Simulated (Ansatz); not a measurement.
**Fields on a plane of HfO2 (tetragonal-ZrO2 type, space group P4_2/nmc)**

```
CELL_PARAMETERS angstrom
      3.60482     0.00000     0.00000
      0.00000     3.60482     0.00000
      0.00000     0.00000     5.26502
ATOMIC_POSITIONS crystal
  Hf 0.00000 0.00000 0.00000
  Hf 0.50000 0.50000 0.50000
  O  0.00000 0.50000 0.19324
  O  0.00000 0.50000 0.69324
  O  0.50000 0.00000 0.30676
  O  0.50000 0.00000 0.80676
```

The slice is a (001) plane (indices of the conventional cell) through the point (0.500, 0.000, 0.307) (fractional), spanned by u = [100] and v = [010] in vectors of this cell: u (3.60 Å) and v (3.60 Å, at 90° to u). It covers one period; positions are fractions (u, v).

Atoms on it: O at (0.00, 0.00). Other atoms lie within 1 Å of the plane.

Level of theory: PBE (plane waves to 420 eV, PAW, scalar-relativistic; Ansatz, an electronic-structure program). k mesh 9×9×6. Inside the PAW spheres the values are not all-electron values, and peaks at nuclei hang on which shells count as valence. HfO2 is run without spin polarisation. HfO2 was relaxed with its symmetry unable to fall. Spin-orbit coupling is left out, though Hf is heavy. The PAW data are Ansatz's earlier set. This is a high-temperature form of HfO2.

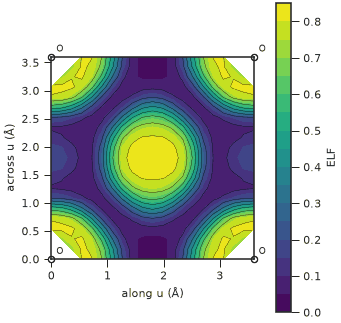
Electron localisation function (ELF), one period of the plane, atoms marked. Points within 0.4 Å of a nucleus are left white, as the pseudised field means little there.

```
v \ u  0.00  0.10  0.20  0.30  0.40  0.50  0.60  0.70  0.80  0.90
-----  ----  ----  ----  ----  ----  ----  ----  ----  ----  ----
0.90    0.7   0.5  -0.1  -0.7  -1.1  -1.2  -1.1  -0.7  -0.1   0.5
0.75   -0.2  -0.3  -0.6  -0.8  -0.7  -0.6  -0.7  -0.8  -0.6  -0.3
0.60   -0.5  -0.6  -0.7  -0.4  -0.1   0.1  -0.1  -0.4  -0.7  -0.6
0.45   -0.4  -0.5  -0.6  -0.3   0.0   0.2   0.0  -0.3  -0.6  -0.5
0.30   -0.4  -0.5  -0.7  -0.7  -0.5  -0.4  -0.5  -0.7  -0.7  -0.5
0.15    0.4   0.2  -0.3  -0.8  -1.0  -1.1  -1.0  -0.8  -0.3   0.2
0.00    0.9   0.7   0.0  -0.6  -1.1  -1.3  -1.1  -0.6   0.0   0.7
```

Values: log₁₀ of the valence density in e/Å³. The scale is logarithmic, as a density can span decades between atoms and voids.
